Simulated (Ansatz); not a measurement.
# Lattice dynamics of BaHg (Pm-3m), part 2 of 2

Wanted: phonon frequencies of BaHg (Pm-3m) and what follows from them.

Ansatz 0.2.0; DFT PBEsol, scalar-relativistic, plane waves, PAW; PAW set soft_1.

So far. Step 3 (Relaxing to small forces for the phonons): The forces vanish by symmetry and the pressure is -0.009 GPa, within the tolerances set. The cell now holds 34.15 Å³/atom. The relaxed cell has a = 4.088 Å (conventional setting).

### 4. Linear response at the zone centre

The zone centre comes first: it holds the modes that light can see, as far as symmetry allows. No field response is asked, since the mesh shows no gap.

input.yaml

```yaml
crystal:
  lattice:
    - [4.0877726502, 0.0, 0.0]
    - [0.0, 4.0877726502, 0.0]
    - [0.0, 0.0, 4.0877726502]
  atoms:
    - { symbol: Ba, position: [0.0, 0.0, 0.0] }
    - { symbol: Hg, position: [0.5, 0.5, 0.5] }
kpoints:
  mp_grid: { grid: [12, 12, 12] }
hamiltonian:
  xc: pbesol
  pseudopotentials: { kind: paw, azcp: { folder: soft_1 }, xc_functional: pbe }
scf:
  occupations: { method: methfessel_paxton, width: 0.2 }
output:
  eigenvalues: true
phonons:
  method: dfpt
```

Run with:

```
> ansatz run input.yaml --threads 4 --pin off --max-ram 10240MiB --backend cpu --events-out ev --progress --plain --runs-dir out
```

Numbers of over 12 decimals in the logs are rounded to 6 here.

The program printed:

```text
[...]
Crystal: 2 atoms, lattice volume = 68.306 Å³
Basis set: ecut = 420 eV, 1357 PW (Γ), exchange–correlation on 60×60×60 points (8 copies of the dense FFT grid, shifted against one another)
Bands: 19, of which v1, the nominal top of the filled ones, is band 15 counted from 1 (14 counted from 0)
Symmetry: 48 space group operations
k-points: 196 of 1728 (irreducible under 8 space group operations, time reversal used)
[...]
SCF iter   1: F=—  HF=-19537.102620 eV  |F-HF|=—  |Δ(HF+E_count)|=         —  Δρ=9.41e-2  dr2=1.21e1  ethr=3.10e-3  ⟨swp⟩=7.3  Hψ=21671  notcnv=0
[...]
SCF iter  11: F=-19533.871404 eV  HF=-19533.871404 eV  |F-HF|=0.00e0  |Δ(HF+E_count)|=  3.64e-12  S|Δr|=    0.00e0  Δρ=4.21e-8  dr2=1.47e-12  ethr=1.00e-12  ⟨swp⟩=7.3  Hψ=18400  notcnv=0
SCF 1 converged in 11 iterations: F = -19533.871404 eV  dr2 = 1.47e-12
[...]
DFPT response loops at Γ: preconditioner auto → Kerker (q_TF=auto, 2.379 Å⁻¹) (partly filled bands, converged f_vac=0.000); β = 1.00, the filter's whole step (`scf.mixing.beta` (0.50) is not read by the response loops under this deck's `scf.mixing.preconditioner`; to damp them name `kerker` or `kerker_dos`, under which they read `scf.mixing.beta`, and type it under 1.00, their step now; both keys bind the ground state too); Broyden in place of MSR1
SCF converged after 11 iterations
[...]
Free energy (F): -19533.871404 eV
[...]
Internal energy: -19533.869548 eV  (E = F + TS)
E sigma→0 (E₀):  -19533.870940 eV
Entropy (-TS):   -0.001856 eV (-0.928 meV/atom)
Fermi energy:    10.823892 eV
Step filling:    the computed levels leave a gap of 0.0000 eV = 0.0 smearing widths at the electron count; against every level under it full and every level over it empty, smearing changes F+E_penalty+E_count by -2.136 meV and its σ→0 estimate by -1.672 meV
[...]
--- Band table (eV; the first three rows and the last of 196) ---
  k-point 0: bands = [... 11 lower, 3.7899, 3.7899, 4.5084, 11.6620, 11.6620, 14.6280, 14.6280, 14.6280]
  k-point 1: bands = [... 11 lower, 3.7904, 3.7913, 4.6049, 11.6590, 11.6683, 14.2720, 14.3110, 14.3110]
  k-point 2: bands = [... 11 lower, 3.7919, 3.7953, 4.8795, 11.4556, 11.6862, 13.7456, 13.7456, 13.8836]
  k-point 195: bands = [... 11 lower, 4.0086, 4.0086, 7.8420, 9.4815, 9.4815, 9.4815, 16.6249, 16.6249]
--- Phonons (Γ-DFPT): 2 representative perturbations + reference, on 196 of 1728 k-points (Σ response iterations 6) ---
  k mesh reduced under 8 symmetry operations, with k and −k counted as one. Each operation leaves every solved perturbation unchanged. A smaller set is not used because it would not reduce the number of displacements times k-points to solve
  ASR residual: 3.272e-5 → 0.000e0 eV/Å²; symmetrization residual: 2.172e-5 eV/Å²
  ASR residual per site (eV/Å²): 3.27e-5 1.20e-5
  Γ frequencies (cm⁻¹): 0.00 0.00 0.00 74.01 74.01 74.01
  non-analytic LO–TO correction: not included (Born effective charges unavailable; polar crystals: no LO–TO splitting at Γ)
```

It took 19 s on 4 threads of Arm Neoverse V1, shared host; peak memory 1 GiB; 73 s of CPU time.

The column dr2 measures how far the density is from self-consistency, as an energy; F and HF (Harris–Foulkes) agree once it is small.

Numbers from this step:

```yaml
sum_rule_residual_before_enforcement: 3.27e-5 eV/Å²
point_group: m-3m
highest_optical_mode_at_the_zone_centre_no_lo_to_term: 74.01 cm⁻¹
lowest_optical_zone_centre_mode: 74.01 cm⁻¹
```

Patterns of degenerate modes are one choice out of their space. Modes at Γ, with each element's share of the kinetic energy:

| mode | frequency (cm⁻¹) | symmetry | Ba % | Hg % |
| --- | --- | --- | --- | --- |
| 1 | 0.0 | acoustic | 41 | 59 |
| 2 | 0.0 | acoustic | 41 | 59 |
| 3 | 0.0 | acoustic | 41 | 59 |
| 4 | 74.0 | T1u | 59 | 41 |
| 5 | 74.0 | T1u | 59 | 41 |
| 6 | 74.0 | T1u | 59 | 41 |

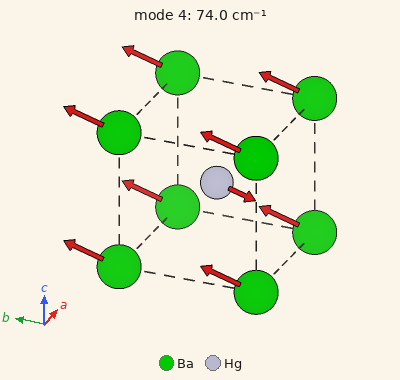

Displacement patterns of mode 4 at Γ; arrows are exaggerated. Some periodic images of atoms are drawn too.

Before it was imposed, the acoustic sum rule was missed by 3.3e-5 eV/Å². Small misses are needed for a sound result but don't prove that mesh and cutoff are converged. The lowest optical mode is real, 74.0 cm⁻¹.

### 5. Phonons on a q mesh

Stability and thermal properties need the whole zone. Linear response on a 4×4×4 q mesh gives force constants as far as a supercell of that size would.

input.yaml, as its differences from that of step 4:

```diff
@@ -19 +19,8 @@
   method: dfpt
+  qmesh: [4, 4, 4]
+  temperatures: { t_max: 1000, t_step: 50 }
+  qpath:
+    path:
+      - [[0.0, 0.0, 0.0], [0.0, 0.5, 0.0], [0.5, 0.5, 0.0], [0.0, 0.0, 0.0], [0.5, 0.5, 0.5], [0.0, 0.5, 0.0]]
+      - [[0.5, 0.5, 0.5], [0.5, 0.5, 0.0]]
+    npoints: 10
```

The program printed:

```text
[...]
Crystal: 2 atoms, lattice volume = 68.306 Å³
Basis set: ecut = 420 eV, 1357 PW (Γ), exchange–correlation on 60×60×60 points (8 copies of the dense FFT grid, shifted against one another)
Bands: 19, of which v1, the nominal top of the filled ones, is band 15 counted from 1 (14 counted from 0)
Symmetry: 48 space group operations
k-points: 84 of 1728
[...]
SCF iter   1: F=—  HF=-19537.102611 eV  |F-HF|=—  |Δ(HF+E_count)|=         —  Δρ=9.41e-2  dr2=1.21e1  ethr=3.10e-3  ⟨swp⟩=7.3  Hψ=9273  notcnv=0
[...]
SCF iter  11: F=-19533.871404 eV  HF=-19533.871404 eV  |F-HF|=0.00e0  |Δ(HF+E_count)|=  1.09e-11  S|Δr|=    0.00e0  Δρ=4.10e-8  dr2=1.40e-12  ethr=1.00e-12  ⟨swp⟩=7.2  Hψ=7919  notcnv=0
SCF 1 converged in 11 iterations: F = -19533.871404 eV  dr2 = 1.40e-12
[...]
SCF iter   3: F=-19533.871404 eV  HF=-19533.871404 eV  |F-HF|=7.28e-12  |Δ(HF+E_count)|=  1.09e-11  S|Δr|=    0.00e0  Δρ=1.46e-7  dr2=4.03e-12  ethr=1.00e-12  ⟨swp⟩=1.0  Hψ=3528  notcnv=0
SCF 2 converged in 3 iterations: F = -19533.871404 eV  dr2 = 4.03e-12
phonons: the bands overlap, so this run is a metal and interpolates without the dipole-dipole term. If the crystal is really an insulator or semiconductor, its LO-TO splitting is missing
NSCF: frozen V_eff on 84 k-points
[...]
DFPT response loops at q = (0, 0, 0) (fractional): preconditioner auto → Kerker (q_TF=auto, 2.379 Å⁻¹) (partly filled bands, converged f_vac=0.000); β = 1.00, the filter's whole step (`scf.mixing.beta` (0.50) is not read by the response loops under this deck's `scf.mixing.preconditioner`; to damp them name `kerker` or `kerker_dos`, under which they read `scf.mixing.beta`, and type it under 1.00, their step now; both keys bind the ground state too); Broyden in place of MSR1
[...]
SCF converged after 11 iterations
[...]
Free energy (F): -19533.871404 eV
[...]
Internal energy: -19533.869548 eV  (E = F + TS)
E sigma→0 (E₀):  -19533.870940 eV
Entropy (-TS):   -0.001856 eV (-0.928 meV/atom)
Fermi energy:    10.823892 eV
[...]
--- Band table (eV; the first three rows and the last of 84) ---
  k-point 0: bands = [... 11 lower, 3.7899, 3.7899, 4.5084, 11.6620, 11.6620, 14.6280, 14.6280, 14.6280]
  k-point 1: bands = [... 11 lower, 3.7904, 3.7913, 4.6049, 11.6590, 11.6683, 14.2720, 14.3110, 14.3110]
  k-point 2: bands = [... 11 lower, 3.7919, 3.7953, 4.8795, 11.4556, 11.6862, 13.7456, 13.7456, 13.8836]
  k-point 83: bands = [... 11 lower, 4.0086, 4.0086, 7.8420, 9.4815, 9.4815, 9.4815, 16.6249, 16.6249]
--- Phonons (Γ-DFPT): 2 representative perturbations + reference (Σ response iterations 6) ---
  ASR residual: 2.688e-5 → 0.000e0 eV/Å²; symmetrization residual: 2.258e-5 eV/Å²
  ASR residual per site (eV/Å²): 2.69e-5 1.76e-5
  Γ frequencies (cm⁻¹): 0.00 0.00 0.00 74.01 74.01 74.01
--- Phonons (arbitrary-q DFPT): 10 irreducible q on the 4×4×4 mesh ---
  q = [0.0000, 0.0000, 0.0000] (star 1, of the zone-centre solve; hermiticity 2.75e-5, symmetrization 3.55e-12): -0.00 -0.00 -0.00 74.01 74.01 74.01
  q = [0.0000, 0.0000, 0.2500] (star 6, 4 solved perturbations in 1848 linear systems a pass and spin channel, the states on 588 of 1728 k-point pairs; hermiticity 2.31e-5, symmetrization 2.81e-12): 29.57 29.57 39.18 69.41 69.41 77.58
[...]
q = [0.0000, 0.2500, -0.5000] (star 12, 6 solved perturbations on 588 of 1728 k-point pairs; hermiticity 3.43e-5, symmetrization 7.60e-14): 31.05 39.89 48.87 54.18 76.85 84.82
[...]
sum rule: each row above includes the acoustic sum rule's correction from the zone centre's row sums; it moved no ω² by more than (0.23 cm⁻¹)²
  mesh force constants: q→R imaginary residual 1.93e-18; ASR residual 2.688e-5 → 0.000e0 eV/Å²; symmetrization residual 1.776e-15 eV/Å²
  interpolated dispersion: 62 rows × 6 modes
  density of states and harmonic sums: on the 16×16×16 q-mesh, interpolated from the force constants of a 4×4×4 supercell (no non-analytic term)
  largest difference from the sums on the solved wave vectors: F 1.63e-2 eV, S 2.03e-5 and C_V 3.98e-6 eV/K
  zero-point energy: 0.020793 eV/cell   skipped modes (ω ≤ 0): 3   left out of the sums: 1.22e-4 of the cell's modes: C_V's classical limit lies that fraction below 3 k_B per atom; for a crystal, a wire or a layer, F and S can be off by more, and a phonons.interpolated_qmesh denser along its periods is the remedy for the sampling
```

It took 9.8 min on 4 threads; peak memory 3.1 GiB; 39 min of CPU time.

Numbers from this step:

```
sum-rule residual before enforcement                    : 2.69e-5 eV/Å²
lowest frequency on the path                            : 0 cm⁻¹
highest frequency on the path or at a solved wavevector : 87.5 cm⁻¹
mean frequency                                          : 55.9 cm⁻¹
Debye temperature (second moment)                       : 110 K
logarithmic mean frequency                              : 52.1 cm⁻¹
lowest mode on the q mesh (acoustic modes at Γ apart)   : 24.7 cm⁻¹
zero-point energy per atom                              : 10.4 meV
heat capacity at 300 K                                  : 24.77 J/(mol atoms K)
vibrational entropy at 300 K                            : 59.63 J/(mol atoms K)
```

Frequencies (cm⁻¹) solved at each irreducible wavevector; negative means imaginary. Frequencies by wavevector, by row:

| q in reciprocal lattice units | star | mode 1 | mode 2 | mode 3 | mode 4 | mode 5 | mode 6 |
| --- | --- | --- | --- | --- | --- | --- | --- |
| 0 0 0 | 1 | 0 | 0 | 0 | 74 | 74 | 74 |
| 0 0 0.25 | 6 | 29.6 | 29.6 | 39.2 | 69.4 | 69.4 | 77.6 |
| 0 0 -0.5 | 3 | 47.1 | 49.5 | 49.5 | 59.3 | 59.3 | 87.5 |
| 0 0.25 0.25 | 12 | 26.3 | 38.3 | 48.1 | 64.5 | 75.5 | 78.5 |
| 0 0.25 -0.5 | 12 | 31.1 | 39.9 | 48.9 | 54.2 | 76.8 | 84.8 |
| 0 -0.5 -0.5 | 3 | 24.7 | 24.7 | 46.4 | 51.5 | 82.3 | 82.3 |
| 0.25 0.25 0.25 | 8 | 37 | 37 | 43.8 | 74.6 | 75.5 | 75.5 |
| 0.25 0.25 -0.5 | 12 | 31.9 | 39 | 47.6 | 70.2 | 73.2 | 84.5 |
| 0.25 -0.5 -0.5 | 6 | 33.4 | 33.4 | 44.4 | 66.2 | 81.9 | 81.9 |
| -0.5 -0.5 -0.5 | 1 | 43.4 | 43.4 | 43.4 | 83.8 | 83.8 | 83.8 |

Interpolated from a 4×4×4 q mesh. The phonon branches at the labelled points (cm⁻¹):

| point | branch 1 | branch 2 | branch 3 | branch 4 | branch 5 | branch 6 |
| --- | --- | --- | --- | --- | --- | --- |
| Γ | 0 | 0 | 0 | 74 | 74 | 74 |
| X | 47 | 50 | 50 | 59 | 59 | 88 |
| M | 25 | 25 | 46 | 52 | 82 | 82 |
| Γ | 0 | 0 | 0 | 74 | 74 | 74 |
| R | 43 | 43 | 43 | 84 | 84 | 84 |
| X | 47 | 50 | 50 | 59 | 59 | 88 |
| jump to R | 43 | 43 | 43 | 84 | 84 | 84 |
| M | 25 | 25 | 46 | 52 | 82 | 82 |

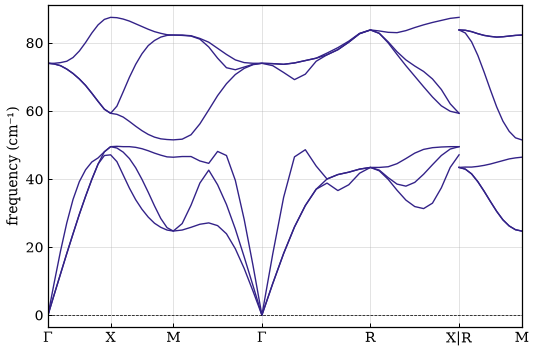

Phonon branches along the path.

The phonon density of states has structure finer than the step of the table below, so its rows give means over 5 cm⁻¹, whole bins alone (the curve runs from 0.5 to 87.5 cm⁻¹). Peaks (cm⁻¹: height): 31.5: 0.150, 46.5: 0.233, 82.5: 0.255.

Tetrahedra on a 16×16×16 mesh, mean over bins of 1 cm-1. Interpolated from a 4×4×4 q mesh. Phonon density of states against wavenumber; means over each step:

| wavenumber (cm⁻¹) | phonon density of states (1/cm⁻¹/cell) |
| --- | --- |
| 5 | 2.8e-4 |
| 10 | 0.00188 |
| 15 | 0.00474 |
| 20 | 0.00973 |
| 25 | 0.0374 |
| 30 | 0.119 |
| 35 | 0.104 |
| 40 | 0.103 |
| 45 | 0.167 |
| 50 | 0.0558 |
| 55 | 0.0242 |
| 60 | 0.0454 |
| 65 | 0.0667 |
| 70 | 0.0998 |
| 75 | 0.109 |
| 80 | 0.163 |
| 85 | 0.0897 |

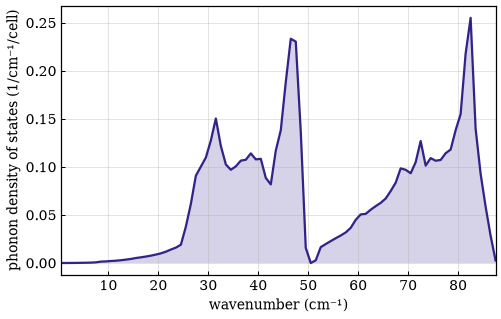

Phonon density of states, plotted against wavenumber.

Phonopy on the run's constants, 13x13x13 mesh, Gaussian sigma 2.0 cm-1. Interpolated from a 4×4×4 q mesh. Table of partial phonon density of states by wavenumber; read off at these points; values in 1/cm⁻¹/cell:

| wavenumber (cm⁻¹) | Ba | Hg |
| --- | --- | --- |
| -5.0 | 2.9e-6 | 1.0e-5 |
| 0.0 | 1.1e-4 | 1.6e-4 |
| 5.0 | 5.4e-5 | 8.6e-5 |
| 10.0 | 0.00102 | 0.00156 |
| 15.0 | 0.00160 | 0.00259 |
| 20.0 | 0.00415 | 0.00744 |
| 25.0 | 0.00984 | 0.0326 |
| 30.0 | 0.0219 | 0.0903 |
| 31.4 | 0.0227 | 0.0959 |
| 35.0 | 0.0169 | 0.0877 |
| 40.0 | 0.0133 | 0.0881 |
| 45.0 | 0.0115 | 0.145 |
| 45.9 | 0.0102 | 0.153 |
| 50.0 | 0.00618 | 0.0626 |
| 55.0 | 0.0226 | 0.00237 |
| 60.0 | 0.0384 | 0.00605 |
| 65.0 | 0.0545 | 0.0127 |
| 70.0 | 0.0783 | 0.0203 |
| 75.0 | 0.0927 | 0.0191 |
| 80.0 | 0.140 | 0.0159 |
| 81.8 | 0.153 | 0.0150 |
| 85.0 | 0.0875 | 0.00635 |
| 90.0 | 0.00336 | 1.1e-4 |
| 95.0 | 0 | 0 |

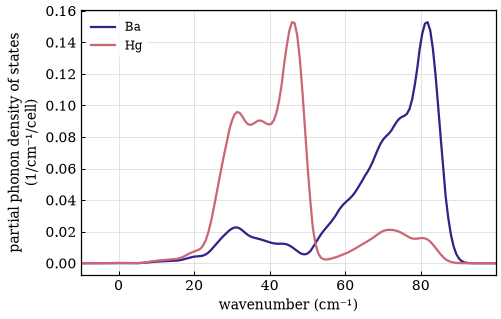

Partial phonon density of states against wavenumber.

Second derivatives of the energy by pair, one row for each kind of neighbour of each atom listed. Each entry sums the pair over the periodic images of the supercell that the q mesh stands for, and in a polar crystal it holds the long-range dipole part too. Force constants by pair, by row:

| atom | neighbour | distance (Å) | third of the trace (eV/Å²) | along the pair's line (eV/Å²) |
| --- | --- | --- | --- | --- |
| Ba1 | itself | 0 | 2.51 | – |
| Ba1 | Hg | 3.54 | -0.1855 | -0.5249 |
| Ba1 | Ba | 4.088 | -0.1079 | -0.4362 |
| Ba1 | Ba | 5.781 | 0.0013 | -0.0171 |
| Ba1 | Hg | 6.779 | -0.007 | -0.0227 |
| Ba1 | Ba | 7.08 | -0.0305 | -0.0646 |
| Hg2 | itself | 0 | 1.521 | – |
| Hg2 | Ba | 3.54 | -0.1855 | -0.5249 |
| Hg2 | Hg | 4.088 | 0.053 | 0.1206 |
| Hg2 | Hg | 5.781 | -0.003 | -0.0139 |
| Hg2 | Ba | 6.779 | -0.007 | -0.0227 |
| Hg2 | Hg | 7.08 | -0.0209 | -0.0555 |

Harmonic thermodynamic functions per atom, from the density of states. Interpolated from a 4×4×4 q mesh. Thermodynamic functions, by row:

| T (K) | F_vib (meV/atom) | S (J/mol-atom/K) | C_V (J/mol-atom/K) |
| --- | --- | --- | --- |
| 0 | 10.4 | 0 | 0 |
| 50 | 6.74 | 17.61 | 19.93 |
| 100 | -6.69 | 32.88 | 23.5 |
| 200 | -50.37 | 49.62 | 24.57 |
| 300 | -107.3 | 59.63 | 24.77 |
| 400 | -173 | 66.77 | 24.85 |
| 500 | -245.2 | 72.31 | 24.88 |
| 600 | -322.6 | 76.85 | 24.9 |
| 700 | -404.2 | 80.69 | 24.91 |
| 800 | -489.6 | 84.02 | 24.92 |
| 900 | -578.3 | 86.95 | 24.92 |
| 1000 | -669.8 | 89.58 | 24.93 |

Harmonic mean-square displacement, third of the trace. Interpolated from a 4×4×4 q mesh. Mean square displacements, by row:

| T (K) | Ba1 U_eq (Å²) | Hg2 U_eq (Å²) |
| --- | --- | --- |
| 0 | 0.00199 | 0.00214 |
| 100 | 0.00579 | 0.00861 |
| 300 | 0.01661 | 0.02529 |
| 600 | 0.03307 | 0.05048 |

Symmetry leaves 10 wavevectors to solve. The lowest mode among them, the acoustic zeros apart, lies at q = (0, -0.5, -0.5) and is real, 24.7 cm⁻¹.

### 6. Isotope substitution

An isotope changes the mass and not the force constants, so no new electronic calculation is needed; the shifts show which modes move this element.

The same force constants with the mass of Ba changed from 137.327 to 133.905 u (phonopy, no LO-TO term). Both lists are sorted by frequency; levels can cross, so a row need not hold one and the same mode. Modes under 3 cm⁻¹ are left out. Isotope shifts, by row:

| q | rank | natural mass (cm⁻¹) | changed mass (cm⁻¹) |
| --- | --- | --- | --- |
| 0 0 0 | 4 | 74.01 | 74.57 |
| 0 0 0 | 5 | 74.01 | 74.57 |
| 0 0 0 | 6 | 74.01 | 74.57 |
| 0 0 0.25 | 1 | 29.57 | 29.71 |
| 0 0 0.25 | 2 | 29.57 | 29.71 |
| 0 0 0.25 | 3 | 39.18 | 39.25 |
| 0 0 0.25 | 4 | 69.41 | 69.96 |
| 0 0 0.25 | 5 | 69.41 | 69.96 |
| 0 0 0.25 | 6 | 77.58 | 78.43 |
| 0 0 -0.5 | 1 | 47.09 | 47.09 |
| 0 0 -0.5 | 2 | 49.54 | 49.54 |
| 0 0 -0.5 | 3 | 49.54 | 49.54 |
| 0 0 -0.5 | 4 | 59.33 | 60.09 |
| 0 0 -0.5 | 5 | 59.33 | 60.09 |
| 0 0 -0.5 | 6 | 87.49 | 88.6 |
| 0 0.25 0.25 | 1 | 26.34 | 26.41 |
| 0 0.25 0.25 | 2 | 38.32 | 38.48 |
| 0 0.25 0.25 | 3 | 48.09 | 48.09 |
| 0 0.25 0.25 | 4 | 64.49 | 65.04 |
| 0 0.25 0.25 | 5 | 75.45 | 76.41 |
| 0 0.25 0.25 | 6 | 78.45 | 79.22 |

A mode of this element alone would shift by +1.27 %. The highest zone-centre frequency without the field goes from 74.0 to 74.6 cm⁻¹ (+0.8 %). The product of the frequency ratios over all optical modes at Γ is 1.023; the product rule, (m/m′)^(3k/2) (M′/M)^(3/2) with k = 1 such atoms and M the mass of the cell, gives 1.023.

### 7. What came out

- space group after relaxation (within 0.01 Å): Pm-3m
- volume per atom: 34.2 Å³
- electronic character: no gap on this mesh
- highest optical mode at the zone centre (no LO-TO term): 74.0 cm⁻¹
- lowest optical zone-centre mode: 74.0 cm⁻¹
- lowest mode on the q mesh (acoustic modes at Γ apart): 24.7 cm⁻¹
- highest frequency on the path or at a solved wavevector: 87.5 cm⁻¹
- zero-point energy per atom: 10.4 meV
- heat capacity at 300 K: 24.8 J/(mol atoms K)
- vibrational entropy at 300 K: 59.6 J/(mol atoms K)
- Debye temperature (second moment): 110 K
- imaginary modes on the 4×4×4 q mesh: none

The structure is a minimum as far as tested: no mode is imaginary at the 10 irreducible wavevectors of the 4×4×4 mesh, and the softest away from the acoustic zeros lies at 25 cm⁻¹. The optical modes at Γ form one degenerate level at 74 cm⁻¹. With no gap, or one that is small against the smearing, the frequencies hang on the k mesh and the smearing, most of all near Kohn anomalies. Spin-orbit coupling is left out, which can matter for the heavy elements here. The PAW files were made for PBE and serve the other functionals too. These are harmonic frequencies at zero temperature: anharmonic shifts, linewidths and thermal expansion are left out.

[Logs are printed without paths, hosts, clocks, repeated set-up lines and the standing remarks that a program may print on its own settings, such as how far it seeks lower states.]

[Hosts, paths, dates, database ids (printed as entryN), source tags and the programs' standing remarks are cut or masked in the printed files.]
